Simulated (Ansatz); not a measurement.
## LuP (Fm-3m): phonons and vibrational spectra

Wanted: vibrations and spectra of LuP (Fm-3m); the cell is already relaxed. After the zone centre comes a 4×4×4 q mesh on a 12×12×12 k mesh.

Program: Ansatz 0.2.0. Level of theory: DFT LDA, scalar-relativistic, plane waves, PAW. Results are calculated unless marked as measured.

## Step 1: Set-up

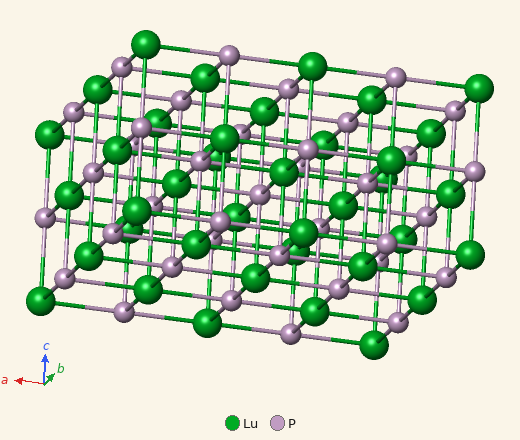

Start, viewed from a free direction; lutetium green, phosphorus pink. 2×2×1 cells are drawn. This picture shows the conventional cell, with its axes. Some periodic images of atoms are drawn too.

## Step 2: Zone-centre response

The cell comes from relaxations at this level that are not shown. The zone centre comes first: it holds the modes that light can see, as far as symmetry allows. No field response is asked, since the mesh shows no gap.

Contents of input.yaml:

```yaml
crystal:
  lattice:
    - [0.0, 2.6954447061, 2.6954447061]
    - [2.6954447061, 0.0, 2.6954447061]
    - [2.6954447061, 2.6954447061, 0.0]
  atoms:
    - { symbol: Lu, position: [0.0, 0.0, 0.0] }
    - { symbol: P, position: [0.5, 0.5, 0.5] }
kpoints:
  mp_grid: { grid: [12, 12, 12] }
hamiltonian:
  xc: lda
scf:
  occupations: { method: methfessel_paxton, width: 0.15 }
output:
  eigenvalues: true
phonons:
  method: dfpt
```

On the command line:

```sh
> ansatz run input.yaml --threads 4 --pin off --max-ram 7168MiB --backend cpu --events-out ev --progress --plain --runs-dir out
```

Numbers of over 12 decimals in the logs are rounded to 6 here.

The program printed:

```text
Engine: ansatz 0.2.0, aarch64-unknown-linux-gnu
Pseudopotentials: kind: paw
Pseudopotential: Lu, paw, valence charge 25, recommended cutoff 420 eV (normal), Lu.paw.azcp
Pseudopotential: P, paw, valence charge 5, recommended cutoff 420 eV (normal), P.paw.azcp
Functional definition: SPW92
  exchange = slater_x
  correlation = pw_c
Crystal: 2 atoms, lattice volume = 39.167 Å³
Basis set: ecut = 420 eV, 749 PW (Γ), exchange–correlation on 54×54×54 points (8 copies of the dense FFT grid, shifted against one another)
Bands: 19, of which v1, the nominal top of the filled ones, is band 15 counted from 1 (14 counted from 0)
Symmetry: 48 space group operations
k-points: 163 of 1728 (irreducible under 8 space group operations, time reversal used)
Non-local potential: Lu, projectors of the file, l = 0: 3, l = 1: 2, l = 2: 2, l = 3: 3
Non-local potential: P, projectors of the file, l = 0: 2, l = 1: 2, l = 2: 2
PAW form: soft (Blöchl's): semilocal exchange-correlation on the pseudo side does not see the compensation charge
PAW frozen core: Lu, regenerated for the run's functional, and the local potential with it (the file was generated under x = pbe(κ = 0.804, μ = 0.219515), c = pbe(β = 0.066725))
PAW frozen core: P, regenerated for the run's functional, and the local potential with it (the file was generated under x = pbe(κ = 0.804, μ = 0.219515), c = pbe(β = 0.066725))
PAW one-centre angular grid: Lu, 590 points (default); XC on 64 Gauss nodes
PAW one-centre angular grid: P, 110 points (default); XC on 64 Gauss nodes
Initial density: superposition of atomic densities (neutral atoms: chi_scale 0, normalization atom), corrected by the library's trained network
Initial wavefunctions: pseudopotential atomic-orbital guess
Functional: x = slater, c = lda
SCF iter   1: F=—  HF=-15222.231713 eV  |F-HF|=—  |Δ(HF+E_count)|=         —  Δρ=4.70e-3  dr2=7.92e-3  ethr=1.77e-3  ⟨swp⟩=5.5  Hψ=17600  notcnv=0
preconditioner: auto → none  [insulator: Δε(μ)=0.143 eV  Ē_g=13.019 eV  σ=0.150 eV  W_gap=0.64  n_scr=14 (ndim 8)  ℏωp=31.4 eV  f_vac=0.000  D(μ)=0.24/eV (n_scr^D=0)  ε∞_Penn≈6.8]
SCF iter   2: F=—  HF=-15222.228625 eV  |F-HF|=—  |Δ(HF+E_count)|=   3.09e-3  S|Δr|=    0.00e0  Δρ=2.70e-3  dr2=1.80e-3  ethr=2.64e-5  ⟨swp⟩=2.4  Hψ=7542  notcnv=0  defer=1
SCF iter   3: F=—  HF=-15222.228063 eV  |F-HF|=—  |Δ(HF+E_count)|=   5.62e-4  S|Δr|=    0.00e0  Δρ=1.33e-3  dr2=3.96e-4  ethr=6.01e-6  ⟨swp⟩=3.2  Hψ=6745  notcnv=0  defer=1
SCF iter   4: F=—  HF=-15222.227916 eV  |F-HF|=—  |Δ(HF+E_count)|=   1.47e-4  S|Δr|=    0.00e0  Δρ=6.53e-4  dr2=1.54e-4  ethr=1.32e-6  ⟨swp⟩=2.7  Hψ=6511  notcnv=0  defer=1
SCF iter   5: F=—  HF=-15222.227880 eV  |F-HF|=—  |Δ(HF+E_count)|=   3.59e-5  S|Δr|=    0.00e0  Δρ=1.51e-4  dr2=8.25e-6  ethr=5.14e-7  ⟨swp⟩=2.0  Hψ=3870  notcnv=0  defer=1
SCF iter   6: F=—  HF=-15222.227879 eV  |F-HF|=—  |Δ(HF+E_count)|=   1.10e-6  S|Δr|=    0.00e0  Δρ=2.40e-5  dr2=8.27e-8  ethr=2.75e-8  ⟨swp⟩=2.1  Hψ=5378  notcnv=0  defer=1
SCF iter   7: F=—  HF=-15222.227878 eV  |F-HF|=—  |Δ(HF+E_count)|=   3.48e-7  S|Δr|=    0.00e0  Δρ=5.10e-6  dr2=1.60e-8  ethr=2.76e-10  ⟨swp⟩=3.0  Hψ=6733  notcnv=0  defer=1
SCF iter   8: F=—  HF=-15222.227878 eV  |F-HF|=—  |Δ(HF+E_count)|=   3.72e-9  S|Δr|=    0.00e0  Δρ=2.55e-6  dr2=3.97e-9  ethr=5.35e-11  ⟨swp⟩=2.0  Hψ=4043  notcnv=0  defer=1
SCF iter   9: F=—  HF=-15222.227878 eV  |F-HF|=—  |Δ(HF+E_count)|=   1.17e-9  S|Δr|=    0.00e0  Δρ=1.55e-7  dr2=4.21e-12  ethr=1.00e-12  ⟨swp⟩=9.4  Hψ=28263  notcnv=0
SCF iter  10: F=-15222.227878 eV  HF=-15222.227878 eV  |F-HF|=3.64e-12  |Δ(HF+E_count)|=  7.28e-12  S|Δr|=    0.00e0  Δρ=5.77e-8  dr2=1.72e-12  ethr=1.00e-12  ⟨swp⟩=7.5  Hψ=18273  notcnv=0
SCF 1 converged in 10 iterations: F = -15222.227878 eV  dr2 = 1.72e-12
  greatest PAW one-centre occupation: 0.998 electrons in one spin orbital (limit 2), on the Lu atom at site 0 (counted from 0), in its partial waves of l = 0
DFPT response loops at Γ: preconditioner auto → Kerker (q_TF=auto, 2.610 Å⁻¹) (partly filled bands, converged f_vac=0.000); β = 1.00, the filter's whole step (`scf.mixing.beta` (0.50) is not read by the response loops under this deck's `scf.mixing.preconditioner`; to damp them name `kerker` or `kerker_dos`, under which they read `scf.mixing.beta`, and type it under 1.00, their step now; both keys bind the ground state too); Broyden in place of MSR1
SCF converged after 10 iterations
Stability not checked: this state was not tested for a lower state beside it, because cold or Methfessel-Paxton smearing, or corrected tetrahedra, fill the levels in a way that the test cannot read (fill_not_monotonic; see scf.lower_state_search)
Free energy (F): -15222.227878 eV
Harris-Foulkes:  -15222.227878 eV  (|F-HF|=3.64e-12)
Internal energy: -15222.227993 eV  (E = F + TS)
E sigma→0 (E₀):  -15222.227907 eV
Entropy (-TS):   0.000114 eV (0.057 meV/atom)
Fermi energy:    13.326577 eV
--- Per-component energies (eV) ---
  E_band       = 38.773900
  E_kinetic    = 495.289813
  E_local      = -6989.568251  (includes V_loc(G=0)·N_el)
  E_nonlocal   = 621.777783
  E_hartree    = 2948.629807
  E_xc         = -280.601516
  E_vxc        = -322.687247  (∫ρ·V_xc dr)
  E_paw        = -7676.178008  (= ΣΔE_a)
  E_vpaw       = 336.702262  (= ΣTr[D̂ρ^β])
  E_aug_tail   = 0.000034  (compensation charges beyond the density's cutoff)
  E_ewald      = -4344.013641
  E_core_change = 2.435986  (= ΣΔE_core)
  E_smearing   = 0.000114  (= −TS)
  E_closure    = -0.000000  (closes the sum)
  Σ components = -15222.227878   (vs F -15222.227878, Δ=0.00e0)
--- Band table (eV; the first three rows and the last of 163) ---
  k-point 0: bands = [... 11 lower, 9.1058, 14.1355, 14.1355, 14.1355, 14.8233, 14.8233, 14.8233, 15.7669]
  k-point 1: bands = [... 11 lower, 9.1060, 13.2614, 13.5604, 13.5604, 15.0427, 15.0427, 15.2422, 16.4057]
  k-point 2: bands = [... 11 lower, 9.1064, 11.9589, 12.7467, 12.7467, 15.4573, 15.4573, 15.5454, 17.6383]
  k-point 162: bands = [... 11 lower, 9.1008, 10.6310, 10.6310, 10.6565, 16.6456, 16.6456, 17.1369, 19.3291]
--- Phonons (Γ-DFPT): 2 representative perturbations + reference, on 163 of 1728 k-points (Σ response iterations 6) ---
  k mesh reduced under 8 symmetry operations, with k and −k counted as one. Each operation leaves every solved perturbation unchanged. A smaller set is not used because it would not reduce the number of displacements times k-points to solve
  ASR residual: 5.236e-5 → 0.000e0 eV/Å²; symmetrization residual: 2.331e-6 eV/Å²
  ASR residual per site (eV/Å²): 5.24e-5 2.74e-5
  Γ frequencies (cm⁻¹): 0.00 0.00 0.00 266.23 266.23 266.23
  non-analytic LO–TO correction: not included (Born effective charges unavailable; polar crystals: no LO–TO splitting at Γ)
```

Elapsed: 20 s, on 4 threads of Arm Neoverse N1, shared host; peak memory 0.65 GiB; 72 s of CPU time.

Reading the cycles: dr2 is the Hartree energy of the density residual (eV), the measure of convergence; HF is the Harris–Foulkes estimate of the energy, which meets the free energy F at convergence.

This step gave:

| Item | Value |
| --- | --- |
| volume per atom | 19.58 Å³ |
| gap on the k-mesh | 0 eV |
| sum-rule residual before enforcement | 5.24e-5 eV/Å² |
| point group | m-3m |
| highest optical mode at the zone centre (no LO-TO term) | 266.2 cm⁻¹ |
| lowest optical zone-centre mode | 266.2 cm⁻¹ |

Patterns of degenerate modes are one choice out of their space. Modes at Γ, with each element's share of the kinetic energy:

| mode | frequency (cm⁻¹) | symmetry | Lu % | P % |
| --- | --- | --- | --- | --- |
| 1 | 0.0 | acoustic | 85 | 15 |
| 2 | 0.0 | acoustic | 85 | 15 |
| 3 | 0.0 | acoustic | 85 | 15 |
| 4 | 266.2 | T1u | 15 | 85 |
| 5 | 266.2 | T1u | 15 | 85 |
| 6 | 266.2 | T1u | 15 | 85 |

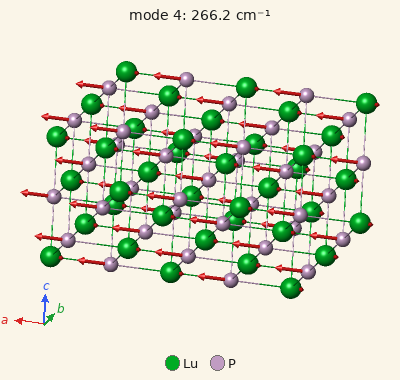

Displacement patterns of mode 4 at Γ; arrows are exaggerated. 2×2×1 conventional cells are drawn. Some periodic images of atoms are drawn too.

Before it was imposed, the acoustic sum rule was missed by 5.2e-5 eV/Å². Small misses are needed for a sound result but don't prove that mesh and cutoff are converged. The lowest optical mode is real, 266 cm⁻¹.

## Step 3: Phonons on a q mesh

Stability and thermal properties need the whole zone. Linear response on a 4×4×4 q mesh gives force constants as far as a supercell of that size would.

Edit input.yaml of step 2 so:

```diff
@@ -18 +18,8 @@
   method: dfpt
+  qmesh: [4, 4, 4]
+  temperatures: { t_max: 1000, t_step: 50 }
+  qpath:
+    path:
+      - [[0.0, 0.0, 0.0], [0.5, 0.0, 0.5], [0.625, 0.25, 0.625]]
+      - [[0.375, 0.375, 0.75], [0.0, 0.0, 0.0], [0.5, 0.5, 0.5], [0.5, 0.25, 0.75], [0.5, 0.0, 0.5]]
+    npoints: 10
```

The program printed:

```text
[...]
Crystal: 2 atoms, lattice volume = 39.167 Å³
Basis set: ecut = 420 eV, 749 PW (Γ), exchange–correlation on 54×54×54 points (8 copies of the dense FFT grid, shifted against one another)
Bands: 19, of which v1, the nominal top of the filled ones, is band 15 counted from 1 (14 counted from 0)
Symmetry: 48 space group operations
k-points: 72 of 1728
[...]
SCF iter   1: F=—  HF=-15222.231826 eV  |F-HF|=—  |Δ(HF+E_count)|=         —  Δρ=4.70e-3  dr2=7.93e-3  ethr=1.77e-3  ⟨swp⟩=5.5  Hψ=7759  notcnv=0
[...]
SCF iter  10: F=-15222.227878 eV  HF=-15222.227878 eV  |F-HF|=5.46e-12  |Δ(HF+E_count)|=  3.64e-12  S|Δr|=    0.00e0  Δρ=1.02e-7  dr2=5.01e-12  ethr=1.00e-12  ⟨swp⟩=9.8  Hψ=10442  notcnv=0
SCF 1 converged in 10 iterations: F = -15222.227878 eV  dr2 = 5.01e-12
[...]
iter 1 solved again at ethr=2.19e-8 eV; its pass at ethr=3.10e-3 eV (dr2=6.57e-6 eV) is discarded
SCF iter   1: F=—  HF=-15222.227878 eV  |F-HF|=—  |Δ(HF+E_count)|=         —  Δρ=9.78e-7  dr2=9.89e-11  ethr=2.19e-8  ⟨swp⟩=5.4  Hψ=14128  notcnv=0
eigensolver tolerance schedule: the retry pair's looser diagonalisation over-reported the residual by 66373.30 of it (diagonalisation noise at 0.88 of the residual, at the tolerance the schedule requests for it); recorded, not acted on — ethr = c·dr2/N_el stays at c = 1.0e-1
[...]
SCF iter   2: F=—  HF=-15222.227878 eV  |F-HF|=—  |Δ(HF+E_count)|=   1.90e-7  S|Δr|=    0.00e0  Δρ=6.44e-7  dr2=1.09e-10  ethr=1.00e-12  ⟨swp⟩=4.9  Hψ=5113  notcnv=0
[...]
SCF iter   5: F=-15222.227878 eV  HF=-15222.227878 eV  |F-HF|=1.82e-12  |Δ(HF+E_count)|=  3.64e-12  S|Δr|=    0.00e0  Δρ=1.39e-7  dr2=2.51e-12  ethr=1.00e-12  ⟨swp⟩=3.0  Hψ=3326  notcnv=0
SCF 2 converged in 5 iterations: F = -15222.227878 eV  dr2 = 2.51e-12
phonons: the bands overlap, so this run is a metal and interpolates without the dipole-dipole term. If the crystal is really an insulator or semiconductor, its LO-TO splitting is missing
NSCF: frozen V_eff on 72 k-points
[...]
DFPT response loops at q = (0, 0, 0) (fractional): preconditioner auto → Kerker (q_TF=auto, 2.610 Å⁻¹) (partly filled bands, converged f_vac=0.000); β = 1.00, the filter's whole step (`scf.mixing.beta` (0.50) is not read by the response loops under this deck's `scf.mixing.preconditioner`; to damp them name `kerker` or `kerker_dos`, under which they read `scf.mixing.beta`, and type it under 1.00, their step now; both keys bind the ground state too); Broyden in place of MSR1
[...]
SCF converged after 10 iterations
[...]
Free energy (F): -15222.227878 eV
[...]
Internal energy: -15222.227993 eV  (E = F + TS)
E sigma→0 (E₀):  -15222.227907 eV
Entropy (-TS):   0.000114 eV (0.057 meV/atom)
Fermi energy:    13.326577 eV
[...]
--- Band table (eV; the first three rows and the last of 72) ---
  k-point 0: bands = [... 11 lower, 9.1058, 14.1355, 14.1355, 14.1355, 14.8233, 14.8233, 14.8233, 15.7669]
  k-point 1: bands = [... 11 lower, 9.1060, 13.2614, 13.5604, 13.5604, 15.0427, 15.0427, 15.2422, 16.4057]
  k-point 2: bands = [... 11 lower, 9.1064, 11.9589, 12.7467, 12.7467, 15.4573, 15.4573, 15.5454, 17.6383]
  k-point 71: bands = [... 11 lower, 9.1008, 10.6310, 10.6310, 10.6565, 16.6456, 16.6456, 17.1369, 19.3291]
--- Phonons (Γ-DFPT): 2 representative perturbations + reference (Σ response iterations 6) ---
  ASR residual: 8.827e-5 → 0.000e0 eV/Å²; symmetrization residual: 2.361e-6 eV/Å²
  ASR residual per site (eV/Å²): 8.83e-5 5.22e-5
  Γ frequencies (cm⁻¹): 0.00 0.00 0.00 266.23 266.23 266.23
--- Phonons (arbitrary-q DFPT): 8 irreducible q on the 4×4×4 mesh ---
  q = [0.0000, 0.0000, 0.0000] (star 1, of the zone-centre solve; hermiticity 6.88e-7, symmetrization 4.77e-12): -0.00 0.00 0.00 266.23 266.23 266.23
  q = [0.0000, 0.0000, 0.2500] (star 8, 2 solved perturbations on 936 of 1728 k-point pairs; hermiticity 1.68e-7, symmetrization 3.34e-13): 77.92 77.92 109.22 276.84 276.84 321.37
[...]
q = [0.0000, 0.2500, 0.2500] (star 6, 4 solved perturbations in 1608 linear systems a pass and spin channel, the states on 510 of 1728 k-point pairs; hermiticity 1.53e-7, symmetrization 1.25e-12): 63.67 63.67 122.77 280.52 280.52 312.08
[...]
sum rule: each row above includes the acoustic sum rule's correction from the zone centre's row sums; it moved no ω² by more than (0.68 cm⁻¹)²
  mesh force constants: q→R imaginary residual 3.81e-18; ASR residual 8.827e-5 → 0.000e0 eV/Å²; symmetrization residual 1.066e-14 eV/Å²
  interpolated dispersion: 62 rows × 6 modes
  density of states and harmonic sums: on the 20×20×20 q-mesh, interpolated from the force constants of a 4×4×4 supercell (no non-analytic term)
  largest difference from the sums on the solved wave vectors: F 1.24e-2 eV, S 1.64e-5 and C_V 4.01e-6 eV/K
  zero-point energy: 0.075137 eV/cell   skipped modes (ω ≤ 0): 3   left out of the sums: 6.25e-5 of the cell's modes: C_V's classical limit lies that fraction below 3 k_B per atom; for a crystal, a wire or a layer, F and S can be off by more, and a phonons.interpolated_qmesh denser along its periods is the remedy for the sampling
```

Elapsed: 11 min, on 4 threads; peak memory 3.1 GiB.

Numbers from this step:

```
sum-rule residual before enforcement                       : 8.83e-5 eV/Å²
lowest frequency on the path                               : 0 cm⁻¹
highest frequency on the path or at a solved wavevector    : 333.5 cm⁻¹
mean frequency                                             : 202 cm⁻¹
Debye temperature (second moment)                          : 417 K
logarithmic mean frequency                                 : 175 cm⁻¹
lowest mode on the q mesh (acoustic modes at Γ apart)      : 63.67 cm⁻¹
zero-point energy per atom                                 : 37.57 meV
heat capacity at 300 K                                     : 22.74 J/(mol atoms K)
vibrational entropy at 300 K                               : 30.47 J/(mol atoms K)
edges of the widest gap between branches, on path and mesh : 162.1, 266.2 cm⁻¹
```

Frequencies (cm⁻¹) solved at each irreducible wavevector; negative means imaginary. Frequencies by wavevector, by row:

| q in reciprocal lattice units | star | mode 1 | mode 2 | mode 3 | mode 4 | mode 5 | mode 6 |
| --- | --- | --- | --- | --- | --- | --- | --- |
| 0 0 0 | 1 | 0 | 0 | 0 | 266.2 | 266.2 | 266.2 |
| 0 0 0.25 | 8 | 77.9 | 77.9 | 109.2 | 276.8 | 276.8 | 321.4 |
| 0 0 -0.5 | 4 | 108.9 | 108.9 | 162.1 | 282.5 | 282.5 | 332.1 |
| 0 0.25 0.25 | 6 | 63.7 | 63.7 | 122.8 | 280.5 | 280.5 | 312.1 |
| 0 0.25 -0.5 | 24 | 101.1 | 108.7 | 131.8 | 282.9 | 299.4 | 319.7 |
| 0 0.25 -0.25 | 12 | 85.2 | 108.8 | 144.2 | 286.2 | 298.2 | 322.2 |
| 0 -0.5 -0.5 | 3 | 88.9 | 88.9 | 109.3 | 270.8 | 270.8 | 312.3 |
| 0.25 -0.5 -0.25 | 6 | 101.2 | 101.2 | 131.6 | 304.5 | 304.5 | 308.8 |

(Part 1 of 2 ends here.)

[Logs are printed without paths, hosts, clocks, repeated set-up lines and the standing remarks that a program may print on its own settings, such as how far it seeks lower states.]

[Hosts, paths, dates, database ids (printed as entryN), source tags and the programs' standing remarks are cut or masked in the printed files.]
